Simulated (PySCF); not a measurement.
# CH6OSi: a tour of settings

Aim: see how CH6OSi (`C[SiH2]O`) answers to the choice of functional, basis, grid and SCF options, and what happens with inputs that are wrong on purpose.

Programs: PySCF 2.14.0, with density-fitted response routines of our own. Each step states its level of theory. These are calculated values for one molecule, in the gas phase or a continuum, unless marked as measured. Atoms are numbered from 0 throughout.

## (1) The starting structure

9 atoms, charge 0, multiplicity 1; geometry from: GFN2-xTB.

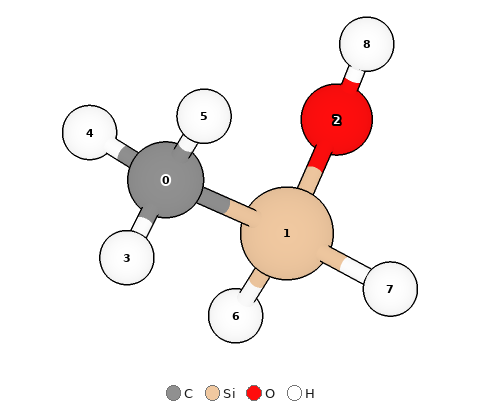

As it starts; carbon grey, silicon light orange, oxygen red, hydrogen white, atoms numbered.

## (2) J couplings: PBE0/pcseg-1 in acetonitrile

The job: settings as JSON, then the geometry in Å.

```
{"job": {"kind": "j", "xc": "PBE0", "basis": "pcseg-1", "solvent": "acetonitrile", "grid": 1}, "charge": 0, "multiplicity": 1}
C     -1.170078    -0.046910    -0.019363
Si     0.690882    -0.417874     0.052893
O      1.578562     0.864816    -0.415328
H     -1.753825    -0.933938     0.204250
H     -1.467419     0.299552    -1.005757
H     -1.460249     0.719089     0.696272
H      1.096077    -1.414382    -0.929017
H      1.041040    -0.795281     1.426972
H      1.458572     1.730921    -0.036101
```

Level: PBE0/pcseg-1 indirect spin-spin coupling, non-relativistic, IEF-PCM acetonitrile.

On the command line:

```console
$ OMP_NUM_THREADS=1 python probes_run.py task.json out
```

This one command runs all jobs of the session in turn.

Output:

```text
final grid: 31608 points
cycle   1  E = -406.1005959967  dE =  9.004e-02  |g| = 6.587e-01  |ddm| = 2.739e+00
cycle   2  E = -406.0144615245  dE =  8.613e-02  |g| = 9.407e-01  |ddm| = 1.297e+00
cycle   3  E = -406.1832985725  dE = -1.688e-01  |g| = 7.008e-02  |ddm| = 8.279e-01
cycle   4  E = -406.1842319172  dE = -9.333e-04  |g| = 2.699e-02  |ddm| = 7.612e-02
cycle   5  E = -406.1844208061  dE = -1.889e-04  |g| = 2.426e-03  |ddm| = 2.537e-02
cycle   6  E = -406.1844222003  dE = -1.394e-06  |g| = 2.109e-04  |ddm| = 2.556e-03
cycle   7  E = -406.1844222123  dE = -1.199e-08  |g| = 2.786e-05  |ddm| = 4.316e-04
cycle   8  E = -406.1844222125  dE = -2.688e-10  |g| = 6.143e-06  |ddm| = 6.224e-05
converged SCF energy = -406.1844222125

Indirect spin-spin couplings (Hz)
  i      j    bonds     total        FC       PSO       DSO        SD
  0 C    1 Si   1    -61.579   -62.195     2.030    -0.073    -1.342
  0 C    2 O    2     -1.190    -1.215     0.172     0.031    -0.177
  0 C    3 H    1    125.318   122.980     1.438     0.596     0.304
  0 C    4 H    1    127.257   124.957     1.394     0.609     0.297
  0 C    5 H    1    127.947   125.640     1.404     0.606     0.297
  0 C    6 H    2      6.224     6.537    -0.024    -0.296     0.007
  0 C    7 H    2      9.198     9.483    -0.046    -0.243     0.004
  0 C    8 H    3     -0.188    -0.100     0.100    -0.151    -0.038
  1 Si   2 O    1    -11.703    -6.655    -5.487     0.035     0.404
  1 Si   3 H    2      2.330     2.328     0.096     0.129    -0.223
  1 Si   4 H    2      6.800     6.481     0.337     0.134    -0.152
  1 Si   5 H    2      6.041     5.748     0.313     0.138    -0.158
  1 Si   6 H    1   -217.180  -217.507     1.274    -0.292    -0.654
  1 Si   7 H    1   -200.999  -201.298     1.193    -0.286    -0.608
  1 Si   8 H    2      0.226    -0.838     0.625     0.646    -0.207
  2 O    3 H    3     -2.041    -2.300    -0.026     0.285    -0.000
  2 O    4 H    3     -0.032    -0.028    -0.033     0.058    -0.029
  2 O    5 H    3      0.046     0.042    -0.083     0.091    -0.005
  2 O    6 H    2    -14.584   -14.687    -0.059     0.122     0.040
  2 O    7 H    2     -3.892    -4.098    -0.047     0.228     0.026
  2 O    8 H    1    -91.689   -79.793   -10.874    -0.435    -0.587
  3 H    4 H    2    -13.492   -13.468     2.343    -2.625     0.257
  3 H    5 H    2    -13.853   -13.846     2.337    -2.608     0.264
  3 H    6 H    3     -0.631    -0.273     0.287    -0.671     0.026
  3 H    7 H    3     -0.883    -0.601     0.277    -0.589     0.030
  3 H    8 H    4     -1.144    -0.305     0.975    -1.816     0.003
  4 H    5 H    2    -12.939   -12.930     2.305    -2.571     0.256
  4 H    6 H    3      0.236     0.561     0.247    -0.602     0.030
  4 H    7 H    3      5.330     6.751     1.024    -2.440    -0.005
  4 H    8 H    4     -0.248    -0.010     0.344    -0.580    -0.002
  5 H    6 H    3      5.923     7.406     1.007    -2.487    -0.002
  5 H    7 H    3      0.403     0.602     0.198    -0.438     0.040
  6 H    7 H    2      8.731    10.521     0.528    -2.343     0.024
  6 H    8 H    3      6.834     8.766     2.095    -4.009    -0.018
  7 H    8 H    3     -1.686    -0.835     0.766    -1.626     0.008
```

Wall time 7 s (1 thread of Intel Xeon at 2.70GHz, shared host).

This basis has no tight s functions, so the Fermi-contact terms are rough.

Couplings of 1 Hz or more, nine at most for each number of bonds, with means over like pairs (isotopes 13C, 1H, 17O, 29Si):

| pair | bonds | J (Hz) | Fermi contact (Hz) |
| --- | --- | --- | --- |
| Si1–H6 | 1 | -209.1 | -209.4 |
| C0–H3 | 1 | 126.8 | 124.5 |
| O2–H8 | 1 | -91.7 | -79.8 |
| C0–Si1 | 1 | -61.6 | -62.2 |
| Si1–O2 | 1 | -11.7 | -6.7 |
| H3–H4 | 2 | -13.4 | -13.4 |
| O2–H6 | 2 | -9.2 | -9.4 |
| H6–H7 | 2 | 8.7 | 10.5 |
| C0–H6 | 2 | 7.7 | 8.0 |
| Si1–H3 | 2 | 5.1 | 4.9 |
| C0–O2 | 2 | -1.2 | -1.2 |
| H6–H8 | 3 | 2.6 | 4.0 |
| H3–H6 | 3 | 1.7 | 2.4 |

Quadrupole couplings from the field gradients of the same density:

| atom | isotope | eQq/h (MHz) | η |
| --- | --- | --- | --- |
| O2 | 17O | -8.556 | 0.50 |

## (3) Nuclear shieldings: WP04/pcSseg-1

Settings changed since step 2:

```diff
@@ -1,2 +1,2 @@
-{"job": {"kind": "j", "xc": "PBE0", "basis": "pcseg-1", "solvent": "acetonitrile", "grid": 1}, "charge": 0, "multiplicity": 1}
+{"job": {"kind": "nmr", "xc": "WP04", "basis": "pcSseg-1", "pop": false, "grid": 4}, "charge": 0, "multiplicity": 1}
 C     -1.170078    -0.046910    -0.019363
```

Level: GIAO WP04/pcSseg-1 NMR shielding, non-relativistic, gas phase.

Output:

```text
coarse grid: 7520 points
cycle   1  E = -412.1096582075  dE =  1.462e-01  |g| = 1.100e+00  |ddm| = 2.577e+00
cycle   2  E = -411.6912442468  dE =  4.184e-01  |g| = 1.792e+00  |ddm| = 2.312e+00
cycle   3  E = -412.3183987765  dE = -6.272e-01  |g| = 1.943e-01  |ddm| = 1.849e+00
cycle   4  E = -412.3247457892  dE = -6.347e-03  |g| = 9.288e-02  |ddm| = 2.008e-01
cycle   5  E = -412.3268736347  dE = -2.128e-03  |g| = 9.673e-03  |ddm| = 7.365e-02
cycle   6  E = -412.3268960814  dE = -2.245e-05  |g| = 1.893e-03  |ddm| = 1.139e-02
cycle   7  E = -412.3268968714  dE = -7.900e-07  |g| = 3.772e-04  |ddm| = 2.337e-03
final grid: 180040 points
cycle   8  E = -412.3624102347  dE = -2.281e-05  |g| = 5.803e-03  |ddm| = 1.430e-02
cycle   9  E = -412.3624035573  dE =  6.677e-06  |g| = 7.870e-03  |ddm| = 1.013e-02
cycle  10  E = -412.3624180628  dE = -1.451e-05  |g| = 8.777e-04  |ddm| = 5.914e-03
cycle  11  E = -412.3624181907  dE = -1.279e-07  |g| = 2.222e-04  |ddm| = 7.518e-04
cycle  12  E = -412.3624181995  dE = -8.873e-09  |g| = 6.364e-05  |ddm| = 1.987e-04
cycle  13  E = -412.3624182003  dE = -8.072e-10  |g| = 6.881e-06  |ddm| = 5.681e-05
converged SCF energy = -412.3624182003

GIAO shielding tensors (ppm)
atom      isotropic    diamagn.    paramagn.     s11        s22        s33       span
  0 C      174.797     255.257     -80.460    164.943    177.973    181.475     16.532
  1 Si     363.753     880.517    -516.764    319.768    363.157    408.334     88.566
  2 O      308.901     390.235     -81.334    285.422    311.023    330.259     44.838
  3 H       32.105      31.131       0.974     28.782     28.892     38.641      9.859
  4 H       31.615      31.801      -0.185     28.167     29.149     37.530      9.362
  5 H       31.763      32.202      -0.439     28.481     29.404     37.403      8.922
  6 H       27.905      30.005      -2.101     24.466     26.530     32.718      8.251
  7 H       27.577      30.144      -2.567     24.141     26.209     32.380      8.239
  8 H       31.132      32.180      -1.049     23.543     26.333     43.519     19.976
```

Wall time 10 s (1 thread of Intel Xeon at 2.70GHz, shared host); peak memory 0.51 GiB.

Shifts follow as δ = σ(reference) − σ, with reference shieldings (ppm) from runs at the same level and on the same kind of geometry: 1H TMS 32.00, 13C TMS 175.1, 29Si TMS 334.3, 17O H2O 319.3. The references are single molecules in the gas phase, so shifts against H2O, NH3, PH3, H3PO4 or CFCl3 are not on the usual liquid scales and can be off by tens of ppm. Atoms listed in one row are averaged.

| atoms | environment | σ (ppm) | δ (ppm) |
| --- | --- | --- | --- |
| C0 | methyl carbon bonded to Si | 174.8 | 0.3 |
| H6, H7 | hydrogen on a silicon bonded to C, O | 27.74 | 4.26 |
| H8 | hydrogen on an oxygen bonded to Si | 31.13 | 0.87 |
| H3, H4, H5 | hydrogen on a methyl carbon bonded to Si | 31.83 | 0.17 |
| Si1 | silicon bonded to C, O, 2 H | 363.8 | -29.4 |
| O2 | oxygen bonded to Si, H | 308.9 | 10.4 |

## (4) Shielding tensors: OPBE/Sadlej pVTZ

Settings changed since step 3:

```diff
@@ -1,2 +1,2 @@
-{"job": {"kind": "nmr", "xc": "WP04", "basis": "pcSseg-1", "pop": false, "grid": 4}, "charge": 0, "multiplicity": 1}
+{"job": {"kind": "nmr", "xc": "OPBE", "basis": "Sadlej pVTZ", "pop": true, "scf": {"guess": "atom"}}, "charge": 0, "multiplicity": 1}
 C     -1.170078    -0.046910    -0.019363
```

Level: GIAO OPBE/Sadlej pVTZ NMR shielding, non-relativistic, gas phase.

Output:

```text
final grid: 66576 points
cycle   1  E = -406.0053907294  dE =  5.487e-01  |g| = 1.318e+00  |ddm| = 1.298e+01
cycle   2  E = -404.7034222673  dE =  1.302e+00  |g| = 2.596e+00  |ddm| = 1.236e+01
cycle   3  E = -406.3546992168  dE = -1.651e+00  |g| = 4.502e-01  |ddm| = 1.124e+01
cycle   4  E = -406.3946764919  dE = -3.998e-02  |g| = 2.059e-01  |ddm| = 1.418e+00
cycle   5  E = -406.4048089521  dE = -1.013e-02  |g| = 2.663e-02  |ddm| = 7.084e-01
cycle   6  E = -406.4050619115  dE = -2.530e-04  |g| = 6.227e-03  |ddm| = 1.395e-01
cycle   7  E = -406.4050716160  dE = -9.704e-06  |g| = 1.030e-03  |ddm| = 2.595e-02
cycle   8  E = -406.4050719485  dE = -3.325e-07  |g| = 1.826e-04  |ddm| = 4.737e-03
cycle   9  E = -406.4050719587  dE = -1.018e-08  |g| = 4.124e-05  |ddm| = 1.047e-03
cycle  10  E = -406.4050719591  dE = -4.540e-10  |g| = 1.227e-05  |ddm| = 2.762e-04
converged SCF energy = -406.4050719591

GIAO shielding tensors (ppm)
atom      isotropic    diamagn.    paramagn.     s11        s22        s33       span
  0 C      199.593      91.030     108.563    186.864    202.797    209.117     22.253
  1 Si     373.609     903.235    -529.626    323.610    366.781    430.435    106.825
  2 O      318.820     319.693      -0.874    292.659    318.729    345.071     52.412
  3 H       31.994      14.929      17.065     28.319     28.677     38.985     10.666
  4 H       31.491      12.083      19.408     27.982     28.939     37.551      9.569
  5 H       31.548      11.947      19.601     28.111     29.069     37.464      9.353
  6 H       26.729      30.232      -3.503     23.262     25.586     31.339      8.077
  7 H       26.191      31.826      -5.635     22.641     24.957     30.976      8.335
  8 H       31.576      28.198       3.378     24.009     26.872     43.846     19.836
```

Wall time 15 s (1 thread of Intel Xeon at 2.70GHz, shared host); peak memory 0.48 GiB.

In short: δ C0 -2.2, Si1 -16.4, O2 18.4, H6 5.54, H8 0.43 ppm (means over like atoms).

## (5) Indirect couplings: PBE0/3-21G

Settings changed since step 4:

```diff
@@ -1,2 +1,2 @@
-{"job": {"kind": "nmr", "xc": "OPBE", "basis": "Sadlej pVTZ", "pop": true, "scf": {"guess": "atom"}}, "charge": 0, "multiplicity": 1}
+{"job": {"kind": "j", "xc": "PBE0", "basis": "3-21G"}, "charge": 0, "multiplicity": 1}
 C     -1.170078    -0.046910    -0.019363
```

With the program's defaults for keys left out, this is: PBE0/3-21G indirect spin-spin coupling, non-relativistic, gas phase.

Output:

```text
coarse grid: 7520 points
cycle   1  E = -403.9075070998  dE = -8.484e-02  |g| = 6.880e-01  |ddm| = 2.452e+00
cycle   2  E = -403.8154072981  dE =  9.210e-02  |g| = 9.795e-01  |ddm| = 1.637e+00
cycle   3  E = -403.9948265873  dE = -1.794e-01  |g| = 8.298e-02  |ddm| = 1.124e+00
cycle   4  E = -403.9962311837  dE = -1.405e-03  |g| = 3.264e-02  |ddm| = 1.137e-01
cycle   5  E = -403.9964979818  dE = -2.668e-04  |g| = 2.360e-03  |ddm| = 3.249e-02
cycle   6  E = -403.9964999390  dE = -1.957e-06  |g| = 3.702e-04  |ddm| = 4.584e-03
final grid: 66576 points
cycle   7  E = -404.0239495329  dE = -9.399e-06  |g| = 4.481e-03  |ddm| = 9.821e-03
cycle   8  E = -404.0239473676  dE =  2.165e-06  |g| = 5.590e-03  |ddm| = 9.748e-03
cycle   9  E = -404.0239544283  dE = -7.061e-06  |g| = 5.245e-04  |ddm| = 5.505e-03
cycle  10  E = -404.0239544809  dE = -5.253e-08  |g| = 9.660e-05  |ddm| = 5.483e-04
cycle  11  E = -404.0239544829  dE = -1.990e-09  |g| = 2.524e-05  |ddm| = 1.251e-04
cycle  12  E = -404.0239544830  dE = -1.805e-10  |g| = 1.710e-06  |ddm| = 2.904e-05
converged SCF energy = -404.0239544830

Indirect spin-spin couplings (Hz)
  i      j    bonds     total        FC       PSO       DSO        SD
  0 C    1 Si   1    -32.694   -33.056     1.336    -0.073    -0.900
  0 C    2 O    2     -0.896    -0.918     0.168     0.029    -0.174
  0 C    3 H    1     92.092    89.797     1.608     0.698    -0.011
  0 C    4 H    1     94.448    92.208     1.553     0.705    -0.019
  0 C    5 H    1     92.977    90.663     1.621     0.711    -0.017
  0 C    6 H    2      4.119     4.405     0.001    -0.284    -0.003
  0 C    7 H    2      7.361     7.614    -0.018    -0.231    -0.004
  0 C    8 H    3     -0.320    -0.214     0.070    -0.141    -0.035
  1 Si   2 O    1    -19.104   -14.774    -4.575     0.042     0.203
  1 Si   3 H    2      3.168     3.075     0.119     0.120    -0.146
  1 Si   4 H    2      6.503     6.255     0.210     0.125    -0.087
  1 Si   5 H    2      6.094     5.796     0.256     0.128    -0.086
  1 Si   6 H    1   -131.757  -132.453     1.254    -0.350    -0.208
  1 Si   7 H    1   -115.266  -115.981     1.255    -0.347    -0.194
  1 Si   8 H    2      0.426    -0.513     0.520     0.605    -0.186
  2 O    3 H    3     -1.091    -1.455     0.095     0.276    -0.007
  2 O    4 H    3     -0.067    -0.105     0.006     0.050    -0.018
  2 O    5 H    3      0.107     0.062    -0.033     0.078    -0.000
  2 O    6 H    2    -13.918   -14.126     0.046     0.112     0.050
  2 O    7 H    2     -2.296    -2.649     0.089     0.205     0.057
  2 O    8 H    1    -53.671   -42.827   -10.288    -0.700     0.144
  3 H    4 H    2    -14.565   -13.896     1.210    -2.416     0.536
  3 H    5 H    2    -14.725   -14.081     1.207    -2.392     0.540
  3 H    6 H    3     -0.313     0.135     0.132    -0.616     0.037
  3 H    7 H    3     -0.687    -0.311     0.118    -0.534     0.040
  3 H    8 H    4     -1.596    -0.316     0.483    -1.761    -0.002
  4 H    5 H    2    -13.837   -13.203     1.192    -2.361     0.535
  4 H    6 H    3      0.254     0.664     0.102    -0.549     0.037
  4 H    7 H    3      4.706     6.560     0.519    -2.373     0.001
  4 H    8 H    4     -0.375     0.026     0.137    -0.531    -0.006
  5 H    6 H    3      5.538     7.453     0.502    -2.420     0.002
  5 H    7 H    3      0.357     0.630     0.068    -0.386     0.045
  5 H    8 H    4      0.225    -0.078    -0.157     0.425     0.035
  6 H    7 H    2      6.333     8.281     0.156    -2.166     0.063
  6 H    8 H    3      6.678     9.817     0.760    -3.868    -0.031
  7 H    8 H    3     -2.260    -1.052     0.255    -1.503     0.040
```

Wall time 4.1 s (1 thread of Intel Xeon at 2.70GHz, shared host).

This basis has no tight s functions, so the Fermi-contact terms are rough.

In short: J(Si1,H6) -123.5 Hz, J(C0,H3) 93.2 Hz, J(O2,H8) -53.7 Hz (means over like pairs).

## (6) NMR shieldings: wB97X-D/6-31G*

Settings changed since step 5:

```diff
@@ -1,2 +1,2 @@
-{"job": {"kind": "j", "xc": "PBE0", "basis": "3-21G"}, "charge": 0, "multiplicity": 1}
+{"job": {"kind": "nmr", "xc": "wB97X-D", "basis": "6-31G*", "pop": true, "gauge": [10, 10, 10], "scf": {"max_cycle": 97}}, "charge": 0, "multiplicity": 2}
 C     -1.170078    -0.046910    -0.019363
```

With the program's defaults for keys left out, this is: wB97X-D/6-31G*.

Output:

```text
RuntimeError: Electron number 34 and spin 1 are not consistent
Note mol.spin = 2S = Nalpha - Nbeta, not 2S+1
```

Wall time 0.03 s (1 thread of Intel Xeon at 2.70GHz, shared host).

Diagnosis: Charge and multiplicity don't fit the number of electrons: an even count needs an odd multiplicity, and the reverse. Cure: mend the charge or the multiplicity.

## (7) Side by side: spin-spin couplings

Couplings (Hz), each a mean over the pairs like the one named, with basis size and wall time:

| run | Si1–H6 | C0–H3 | O2–H8 | C0–Si1 | H3–H4 | Si1–O2 | O2–H6 | functions | time |
| --- | --- | --- | --- | --- | --- | --- | --- | --- | --- |
| PBE0/pcseg-1 in acetonitrile | -209.1 | 126.8 | -91.7 | -61.6 | -13.4 | -11.7 | -9.2 | 76 | 7 s |
| PBE0/3-21G | -123.5 | 93.2 | -53.7 | -32.7 | -14.4 | -19.1 | -8.1 | 43 | 4.1 s |

## (8) Side by side: NMR shifts

Shifts (ppm), means over like atoms, with basis size and wall time:

| run | C0 | H6 | H8 | H3 | Si1 | O2 | functions | time |
| --- | --- | --- | --- | --- | --- | --- | --- | --- |
| WP04/pcSseg-1 | 0.3 | 4.26 | 0.87 | 0.17 | -29.4 | 10.4 | 88 | 10 s |
| OPBE/Sadlej pVTZ | -2.2 | 5.54 | 0.43 | 0.32 | -16.4 | 18.4 | 134 | 15 s |

## (9) Results

```
                                                              quantity                                            value
                          largest coupling of the table (PBE0/pcseg-1)                       1J(Si,H) Si1–H6, -209.1 Hz
                                13C shifts against TMS (WP04/pcSseg-1)                                          0.3 ppm
1H shifts against TMS (WP04/pcSseg-1, means over atoms taken as alike)                             4.26, 0.87, 0.17 ppm
                               29Si shifts against TMS (WP04/pcSseg-1)                                        -29.4 ppm
                                17O shifts against H2O (WP04/pcSseg-1)                                         10.4 ppm
                              range of J(Si1,H6), mean over like pairs                              -209.1 to -123.5 Hz
                                             range of the shift of Si1                               -29.4 to -16.4 ppm
                                         property runs in this session  5, of which 1 failed and 0 gave unsound results
```

What this shows: Single values in the summary come from the first run of each kind that ended normally (PBE0/pcseg-1; WP04/pcSseg-1), which need not be the best level. Of the pairs tabulated at PBE0/pcseg-1, Si1–H6 (mean over like pairs) couples most strongly (-209.1 Hz; Fermi contact -209.4 Hz). At WP04/pcSseg-1: The widest tensor belongs to Si1: span 89 ppm, with a paramagnetic part of -517 ppm. The coupling Si1–H6, as a mean over pairs of its kind, runs from -209.1 Hz (PBE0/pcseg-1 in acetonitrile) to -123.5 Hz (PBE0/3-21G). In ppm, Si1 moves most: its shift spreads over 13.0 ppm, from -29.4 (WP04/pcSseg-1) to -16.4 (OPBE/Sadlej pVTZ). Couplings from bases without tight functions are rough.
